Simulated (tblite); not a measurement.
## C$_{3}$H$_{12}$Si$_{3}$: geometry relaxation

System: C$_{3}$H$_{12}$Si$_{3}$.
Method: GFN2-xTB geometry optimisation, gas phase (tblite 0.8.0).

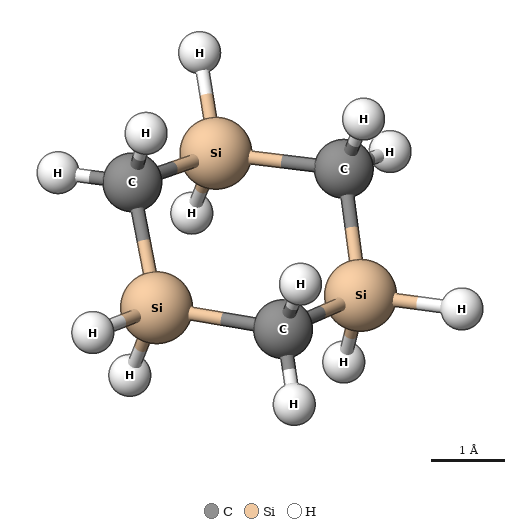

Fig. 1: The starting structure (ball-and-stick view, seen at a tilt). Bond lengths as drawn: C–H 1.09 to 1.10 Å, C–Si 1.84 to 1.86 Å and H–Si 1.47 to 1.50 Å.

### Key numbers

```tsv
quantity	value
outcome	converged
total energy	−481.7966 eV
hardware	1 CPU thread, shared host
peak memory	0.18 GiB
```

### Input
```
{"job": {"xc": "GFN2-xTB", "basis": "xTB", "kind": "relax"}, "charge": 0, "multiplicity": 1}
C     -1.753400     0.438200    -0.093900
Si    -0.477500     1.531300     0.670800
C      1.194000     1.368400    -0.134100
Si     1.688300    -0.399200     0.001700
C      0.481300    -1.568100    -0.781700
Si    -1.154000    -1.303900     0.050300
H     -1.912100     0.713200    -1.147100
H     -2.717100     0.562500     0.421100
H     -0.914500     2.932300     0.555100
H     -0.369600     1.255900     2.140700
H      1.915200     2.022200     0.345300
H      1.121100     1.666500    -1.187400
H      1.899800    -0.772300     1.442300
H      3.005400    -0.572000    -0.664600
H      0.397600    -1.350700    -1.858900
H      0.809200    -2.603100    -0.667200
H     -2.145300    -2.194100    -0.581100
H     -1.077200    -1.720800     1.477100
```

The first line tells a small driver script what to run in tblite; the rest is the geometry in Å.

Run as:
```bash
OMP_NUM_THREADS=1 python <driver script> task.json out
```

### Log
```
step      E/eV     max force
  0    -481.47237    2.302
  1    -481.63279    0.961
  2    -481.68259    0.544
  3    -481.71409    0.531
  4    -481.74586    0.425
  5    -481.76217    0.281
  6    -481.76818    0.143
  7    -481.77067    0.154
  8    -481.77350    0.153
  9    -481.77705    0.155
 10    -481.77962    0.103
 11    -481.78094    0.099
 12    -481.78201    0.108
 13    -481.78358    0.111
 14    -481.78538    0.099
 15    -481.78666    0.067
 16    -481.78730    0.056
 17    -481.78775    0.051
 18    -481.78827    0.058
 19    -481.78896    0.061
 20    -481.78986    0.077
 21    -481.79106    0.085
 22    -481.79250    0.081
 23    -481.79370    0.067
 24    -481.79431    0.040
 25    -481.79454    0.027
 26    -481.79464    0.020
 27    -481.79471    0.019
 28    -481.79478    0.020
 29    -481.79487    0.026
 30    -481.79498    0.034
 31    -481.79513    0.038
 32    -481.79529    0.031
 33    -481.79542    0.025
 34    -481.79553    0.029
 35    -481.79569    0.039
 36    -481.79594    0.045
 37    -481.79623    0.037
 38    -481.79642    0.025
 39    -481.79651    0.023
 40    -481.79656    0.019
 41    -481.79660    0.016
 42    -481.79662    0.007
 43    -481.79662    0.005
 44    -481.79663    0.005
 45    -481.79663    0.006
 46    -481.79664    0.006
 47    -481.79664    0.004
 48    -481.79664    0.002
```

### Trajectory as extended XYZ (Å, eV, eV/Å), 12 frames, from step=0 to step=48
```
18
Properties=species:S:1:pos:R:3:forces:R:3 step=0 energy=-481.47237
C    -1.7534    0.4382   -0.0939   -1.0040   0.3820  -0.5340
Si   -0.4775    1.5313    0.6708   -0.0890   1.4120   1.3530
C     1.1940    1.3684   -0.1341   -0.1060   0.7620  -0.5660
Si    1.6883   -0.3992    0.0017    2.0040  -0.9110   0.6730
C     0.4813   -1.5681   -0.7817    0.0910  -0.2970  -0.8370
Si   -1.1540   -1.3039    0.0503   -1.0290  -1.5480   0.5430
H    -1.9121    0.7132   -1.1471   -0.0320  -0.0950   0.3290
H    -2.7171    0.5625    0.4211    0.3290  -0.0500  -0.2510
H    -0.9145    2.9323    0.5551   -0.0400   0.1080  -0.0030
H    -0.3696    1.2559    2.1407   -0.0160   0.0230  -0.4430
H     1.9152    2.0222    0.3453    0.0120   0.0070  -0.0570
H     1.1211    1.6665   -1.1874    0.1170   0.0100   0.2400
H     1.8998   -0.7723    1.4423   -0.1160   0.1360  -0.4580
H     3.0054   -0.5720   -0.6646   -0.0810   0.0030   0.0620
H     0.3976   -1.3507   -1.8589    0.0630  -0.2290   0.3550
H     0.8092   -2.6031   -0.6672   -0.0510   0.2070  -0.1240
H    -2.1453   -2.1941   -0.5811   -0.0690  -0.0580  -0.0210
H    -1.0772   -1.7208    1.4771    0.0190   0.1400  -0.2620
18
Properties=species:S:1:pos:R:3:forces:R:3 step=4 energy=-481.74586
C    -1.7605    0.4429   -0.0930    0.0320  -0.0370   0.0780
Si   -0.4934    1.6022    0.7200    0.0070  -0.0870  -0.3460
C     1.1861    1.3721   -0.1354    0.0470  -0.0440   0.0570
Si    1.7776   -0.4300    0.0180   -0.2800   0.1840  -0.2620
C     0.4832   -1.5654   -0.7834   -0.0170  -0.0170   0.0770
Si   -1.2073   -1.3687    0.0607    0.0950   0.1860  -0.1930
H    -1.9202    0.7117   -1.1405    0.0570  -0.0420   0.1570
H    -2.7207    0.5642    0.4071    0.0050   0.0060  -0.0550
H    -0.9306    2.9820    0.5573   -0.0970   0.3070   0.0500
H    -0.3693    1.2558    2.1330   -0.0060   0.0440   0.1740
H     1.9192    2.0290    0.3353   -0.0480  -0.0320  -0.0700
H     1.1299    1.6737   -1.1856   -0.0070  -0.0760   0.1800
H     1.8990   -0.7697    1.4319    0.1130  -0.0620   0.1540
H     3.0456   -0.5792   -0.6767    0.3600  -0.0660  -0.0950
H     0.4022   -1.3666   -1.8547    0.0140   0.0000   0.1460
H     0.8090   -2.6005   -0.6853   -0.0070   0.0270  -0.0470
H    -2.1816   -2.2290   -0.5976   -0.2130  -0.2170  -0.0670
H    -1.0768   -1.7183    1.4772   -0.0560  -0.0740   0.0640
18
Properties=species:S:1:pos:R:3:forces:R:3 step=8 energy=-481.77350
C    -1.7588    0.4398   -0.0841    0.0130  -0.0040   0.0180
Si   -0.4986    1.6168    0.7085   -0.0310   0.0680   0.0810
C     1.1862    1.3694   -0.1284   -0.0120  -0.0100   0.0200
Si    1.7841   -0.4261    0.0023    0.1020  -0.0540   0.0410
C     0.4818   -1.5667   -0.7759    0.0100   0.0050   0.0140
Si   -1.2167   -1.3741    0.0477   -0.0530  -0.0690   0.0190
H    -1.9146    0.7075   -1.1273    0.0260   0.0030  -0.0460
H    -2.7235    0.5651    0.4014   -0.0310  -0.0030   0.0340
H    -0.9418    3.0176    0.5653    0.0160  -0.0520   0.0340
H    -0.3721    1.2683    2.1373   -0.0320   0.1190  -0.0800
H     1.9186    2.0295    0.3296    0.0270   0.0180   0.0370
H     1.1296    1.6677   -1.1730   -0.0240  -0.0060  -0.0580
H     1.9143   -0.7732    1.4314    0.0900   0.0070  -0.1230
H     3.0830   -0.5870   -0.6827   -0.0540   0.0000   0.0620
H     0.4034   -1.3670   -1.8427   -0.0150   0.0390  -0.0380
H     0.8095   -2.6002   -0.6917    0.0120  -0.0320   0.0250
H    -2.2063   -2.2549   -0.6030    0.0310   0.0200   0.0480
H    -1.0869   -1.7262    1.4737   -0.0760  -0.0460  -0.0890
18
Properties=species:S:1:pos:R:3:forces:R:3 step=13 energy=-481.78358
C    -1.7583    0.4391   -0.0792   -0.0140  -0.0020  -0.0270
Si   -0.5037    1.6295    0.7089    0.0340  -0.0620  -0.0560
C     1.1855    1.3671   -0.1246   -0.0100   0.0230  -0.0230
Si    1.7954   -0.4290   -0.0023   -0.0830   0.0360  -0.0250
C     0.4834   -1.5672   -0.7731   -0.0230  -0.0060  -0.0240
Si   -1.2245   -1.3816    0.0416    0.0390   0.0450   0.0000
H    -1.9041    0.7050   -1.1272   -0.0120  -0.0020   0.0390
H    -2.7272    0.5637    0.4046    0.0450  -0.0030  -0.0340
H    -0.9451    3.0266    0.5767   -0.0100   0.0260  -0.0320
H    -0.3830    1.3108    2.1344   -0.0070   0.0330   0.0970
H     1.9199    2.0296    0.3335   -0.0340  -0.0290  -0.0300
H     1.1234    1.6608   -1.1738    0.0120  -0.0050   0.0480
H     1.9556   -0.7786    1.4113    0.0600  -0.0350   0.0870
H     3.0931   -0.5915   -0.6734    0.0350   0.0030  -0.0500
H     0.4008   -1.3586   -1.8408    0.0120  -0.0210   0.0350
H     0.8108   -2.6032   -0.6893   -0.0120   0.0420  -0.0170
H    -2.2140   -2.2654   -0.5968   -0.0010   0.0080  -0.0320
H    -1.1170   -1.7510    1.4578   -0.0300  -0.0510   0.0450
18
Properties=species:S:1:pos:R:3:forces:R:3 step=17 energy=-481.78775
C    -1.7558    0.4386   -0.0812    0.0200  -0.0140   0.0290
Si   -0.5031    1.6293    0.7102   -0.0210   0.0200   0.0300
C     1.1826    1.3655   -0.1263   -0.0040  -0.0190   0.0330
Si    1.7954   -0.4289   -0.0010    0.0320  -0.0180   0.0150
C     0.4815   -1.5645   -0.7735    0.0000   0.0020   0.0350
Si   -1.2249   -1.3823    0.0438   -0.0170  -0.0220   0.0100
H    -1.9037    0.7053   -1.1278    0.0070  -0.0030   0.0130
H    -2.7232    0.5624    0.4017   -0.0100   0.0070  -0.0010
H    -0.9466    3.0291    0.5733    0.0060  -0.0210  -0.0460
H    -0.3908    1.3424    2.1495   -0.0020   0.0080  -0.0250
H     1.9159    2.0261    0.3317    0.0130   0.0150  -0.0010
H     1.1225    1.6602   -1.1738   -0.0050  -0.0080   0.0080
H     1.9904   -0.7876    1.4131   -0.0040   0.0060  -0.0240
H     3.0954   -0.5911   -0.6775   -0.0310   0.0160  -0.0370
H     0.4009   -1.3586   -1.8409   -0.0030   0.0100   0.0140
H     0.8095   -2.5987   -0.6911    0.0030  -0.0130   0.0000
H    -2.2148   -2.2650   -0.6010    0.0180   0.0320  -0.0330
H    -1.1400   -1.7759    1.4591   -0.0020   0.0030  -0.0210
18
Properties=species:S:1:pos:R:3:forces:R:3 step=21 energy=-481.79106
C    -1.7498    0.4332   -0.0717   -0.0570   0.0480  -0.0040
Si   -0.5069    1.6323    0.7168    0.0470  -0.0010  -0.0280
C     1.1795    1.3601   -0.1148    0.0500   0.0130  -0.0170
Si    1.8013   -0.4326    0.0025   -0.0030   0.0230  -0.0100
C     0.4797   -1.5644   -0.7616    0.0590  -0.0180  -0.0220
Si   -1.2284   -1.3876    0.0476    0.0280   0.0210  -0.0190
H    -1.8979    0.7026   -1.1172    0.0480  -0.0120  -0.0320
H    -2.7217    0.5639    0.3981   -0.0360  -0.0160   0.0660
H    -0.9469    3.0263    0.5471   -0.0170   0.0310  -0.0360
H    -0.3982    1.3714    2.1572   -0.0030  -0.0110   0.0370
H     1.9159    2.0273    0.3290    0.0040  -0.0050   0.0520
H     1.1191    1.6531   -1.1634   -0.0350  -0.0310  -0.0020
H     2.0186   -0.7944    1.4103    0.0000  -0.0030   0.0040
H     3.0875   -0.5835   -0.7022   -0.0220   0.0080  -0.0240
H     0.3999   -1.3541   -1.8284   -0.0170   0.0290   0.0060
H     0.8092   -2.5990   -0.6924    0.0010  -0.0300   0.0350
H    -2.2094   -2.2517   -0.6232   -0.0490  -0.0320  -0.0610
H    -1.1602   -1.7966    1.4546    0.0040  -0.0150   0.0560
18
Properties=species:S:1:pos:R:3:forces:R:3 step=26 energy=-481.79464
C    -1.7509    0.4330   -0.0609    0.0090  -0.0060   0.0050
Si   -0.5054    1.6364    0.7208   -0.0140   0.0080   0.0060
C     1.1828    1.3570   -0.1038   -0.0060   0.0010   0.0010
Si    1.8076   -0.4337    0.0049    0.0030  -0.0050   0.0010
C     0.4839   -1.5676   -0.7508   -0.0140   0.0050   0.0050
Si   -1.2304   -1.3913    0.0496   -0.0140  -0.0040   0.0010
H    -1.8839    0.6977   -1.1102   -0.0090   0.0010   0.0020
H    -2.7256    0.5628    0.4061    0.0090  -0.0050   0.0130
H    -0.9491    3.0265    0.5114    0.0030   0.0000  -0.0050
H    -0.4070    1.4007    2.1686   -0.0040  -0.0010  -0.0110
H     1.9181    2.0279    0.3363    0.0040  -0.0070   0.0170
H     1.1101    1.6403   -1.1538    0.0090   0.0100  -0.0130
H     2.0486   -0.8018    1.4072    0.0030   0.0010  -0.0050
H     3.0752   -0.5733   -0.7342    0.0010   0.0010  -0.0040
H     0.3968   -1.3446   -1.8143    0.0080  -0.0140  -0.0110
H     0.8100   -2.6042   -0.6870    0.0030   0.0070   0.0120
H    -2.2083   -2.2394   -0.6566    0.0060   0.0050  -0.0010
H    -1.1811   -1.8200    1.4550   -0.0010   0.0030  -0.0120
18
Properties=species:S:1:pos:R:3:forces:R:3 step=30 energy=-481.79498
C    -1.7500    0.4321   -0.0587   -0.0080   0.0070   0.0000
Si   -0.5071    1.6385    0.7209    0.0200  -0.0040  -0.0180
C     1.1822    1.3575   -0.1030    0.0050  -0.0080   0.0010
Si    1.8080   -0.4339    0.0043   -0.0060   0.0110  -0.0080
C     0.4817   -1.5670   -0.7493    0.0240  -0.0010  -0.0060
Si   -1.2330   -1.3921    0.0492    0.0210   0.0040  -0.0120
H    -1.8846    0.6973   -1.1079   -0.0170   0.0010   0.0100
H    -2.7232    0.5607    0.4115   -0.0020   0.0010   0.0030
H    -0.9489    3.0278    0.5048   -0.0020   0.0060  -0.0010
H    -0.4096    1.4049    2.1683   -0.0030   0.0010   0.0010
H     1.9185    2.0249    0.3422   -0.0120  -0.0070  -0.0090
H     1.1120    1.6412   -1.1541    0.0160   0.0120   0.0280
H     2.0546   -0.8029    1.4058    0.0000   0.0020  -0.0110
H     3.0738   -0.5717   -0.7398   -0.0120   0.0000   0.0050
H     0.3987   -1.3479   -1.8145   -0.0020  -0.0120   0.0070
H     0.8107   -2.6025   -0.6819   -0.0060  -0.0020   0.0100
H    -2.2076   -2.2371   -0.6621   -0.0140  -0.0090  -0.0080
H    -1.1847   -1.8233    1.4527   -0.0020  -0.0040   0.0070
18
Properties=species:S:1:pos:R:3:forces:R:3 step=34 energy=-481.79553
C    -1.7504    0.4320   -0.0552   -0.0110  -0.0040  -0.0050
Si   -0.5066    1.6413    0.7170   -0.0130  -0.0040   0.0070
C     1.1827    1.3571   -0.1016    0.0080   0.0150   0.0060
Si    1.8071   -0.4322    0.0013    0.0060  -0.0090  -0.0010
C     0.4830   -1.5668   -0.7488   -0.0060  -0.0230   0.0010
Si   -1.2331   -1.3924    0.0454   -0.0070  -0.0030   0.0040
H    -1.8927    0.6976   -1.1027   -0.0240   0.0080  -0.0060
H    -2.7200    0.5575    0.4226   -0.0110   0.0070   0.0000
H    -0.9484    3.0306    0.4962    0.0030  -0.0060   0.0020
H    -0.4137    1.4082    2.1650    0.0030   0.0100   0.0020
H     1.9175    2.0191    0.3514    0.0170   0.0230   0.0070
H     1.1206    1.6482   -1.1501    0.0060   0.0140  -0.0050
H     2.0602   -0.8028    1.4002   -0.0020  -0.0010   0.0080
H     3.0695   -0.5696   -0.7457    0.0150   0.0000  -0.0110
H     0.4020   -1.3584   -1.8158    0.0000  -0.0050  -0.0050
H     0.8110   -2.6010   -0.6695    0.0070  -0.0270  -0.0020
H    -2.2090   -2.2355   -0.6703    0.0090   0.0090   0.0070
H    -1.1884   -1.8265    1.4490   -0.0010  -0.0040  -0.0080
18
Properties=species:S:1:pos:R:3:forces:R:3 step=39 energy=-481.79651
C    -1.7567    0.4315   -0.0509   -0.0010   0.0100  -0.0020
Si   -0.5086    1.6442    0.7113    0.0110  -0.0030  -0.0040
C     1.1883    1.3620   -0.0957    0.0050  -0.0020  -0.0020
Si    1.8085   -0.4317   -0.0053    0.0050   0.0050  -0.0030
C     0.4853   -1.5762   -0.7466    0.0010   0.0090   0.0140
Si   -1.2345   -1.3931    0.0393   -0.0030   0.0110   0.0000
H    -1.9190    0.7016   -1.0945   -0.0020  -0.0020  -0.0040
H    -2.7195    0.5543    0.4422    0.0000  -0.0070   0.0010
H    -0.9468    3.0330    0.4795   -0.0030  -0.0080   0.0030
H    -0.4205    1.4216    2.1614    0.0030   0.0070  -0.0010
H     1.9216    2.0180    0.3703   -0.0050  -0.0040   0.0100
H     1.1392    1.6670   -1.1413   -0.0080  -0.0050   0.0000
H     2.0720   -0.8036    1.3924   -0.0050   0.0020  -0.0070
H     3.0665   -0.5651   -0.7626   -0.0010   0.0000   0.0010
H     0.4081   -1.3815   -1.8169    0.0060  -0.0170   0.0150
H     0.8138   -2.6098   -0.6492   -0.0040   0.0070  -0.0190
H    -2.2090   -2.2292   -0.6848   -0.0020  -0.0020  -0.0010
H    -1.1976   -1.8367    1.4399    0.0010   0.0000  -0.0010
18
Properties=species:S:1:pos:R:3:forces:R:3 step=43 energy=-481.79662
C    -1.7573    0.4323   -0.0507    0.0000  -0.0020  -0.0020
Si   -0.5078    1.6441    0.7106   -0.0010  -0.0020   0.0000
C     1.1893    1.3622   -0.0953   -0.0010  -0.0020   0.0000
Si    1.8093   -0.4313   -0.0062    0.0020  -0.0010  -0.0010
C     0.4856   -1.5763   -0.7449    0.0000   0.0000  -0.0010
Si   -1.2352   -1.3922    0.0389    0.0010  -0.0010   0.0000
H    -1.9215    0.7018   -1.0943   -0.0010   0.0020  -0.0010
H    -2.7195    0.5533    0.4441    0.0010   0.0000   0.0000
H    -0.9470    3.0321    0.4782   -0.0020  -0.0010   0.0010
H    -0.4206    1.4241    2.1610    0.0040   0.0030   0.0000
H     1.9216    2.0176    0.3733   -0.0020  -0.0020   0.0010
H     1.1398    1.6681   -1.1406    0.0000   0.0000   0.0010
H     2.0728   -0.8035    1.3909   -0.0010   0.0010   0.0010
H     3.0664   -0.5647   -0.7644    0.0030   0.0000  -0.0020
H     0.4093   -1.3852   -1.8155    0.0000   0.0030  -0.0010
H     0.8136   -2.6099   -0.6494   -0.0010   0.0000   0.0040
H    -2.2089   -2.2285   -0.6863    0.0010   0.0010   0.0000
H    -1.1986   -1.8378    1.4389   -0.0010   0.0020   0.0010
18
Properties=species:S:1:pos:R:3:forces:R:3 step=48 energy=-481.79664
C    -1.7576    0.4321   -0.0512    0.0000   0.0010   0.0010
Si   -0.5081    1.6436    0.7103    0.0000   0.0010   0.0010
C     1.1891    1.3617   -0.0951    0.0000   0.0000   0.0000
Si    1.8101   -0.4314   -0.0069    0.0000  -0.0010   0.0000
C     0.4858   -1.5763   -0.7449    0.0000   0.0000   0.0000
Si   -1.2350   -1.3922    0.0386    0.0000   0.0010   0.0000
H    -1.9226    0.7024   -1.0944    0.0010  -0.0010   0.0010
H    -2.7193    0.5530    0.4445   -0.0010  -0.0010   0.0000
H    -0.9479    3.0314    0.4781   -0.0020   0.0000  -0.0010
H    -0.4191    1.4255    2.1610    0.0020   0.0000   0.0000
H     1.9208    2.0168    0.3746    0.0000   0.0000   0.0000
H     1.1401    1.6684   -1.1401    0.0010   0.0000  -0.0010
H     2.0723   -0.8032    1.3906    0.0010   0.0000   0.0000
H     3.0674   -0.5647   -0.7653   -0.0010   0.0000   0.0010
H     0.4095   -1.3854   -1.8155    0.0000  -0.0010   0.0000
H     0.8132   -2.6101   -0.6482    0.0010   0.0000  -0.0010
H    -2.2088   -2.2282   -0.6868    0.0000  -0.0010   0.0000
H    -1.1990   -1.8371    1.4389    0.0000   0.0020   0.0000
```
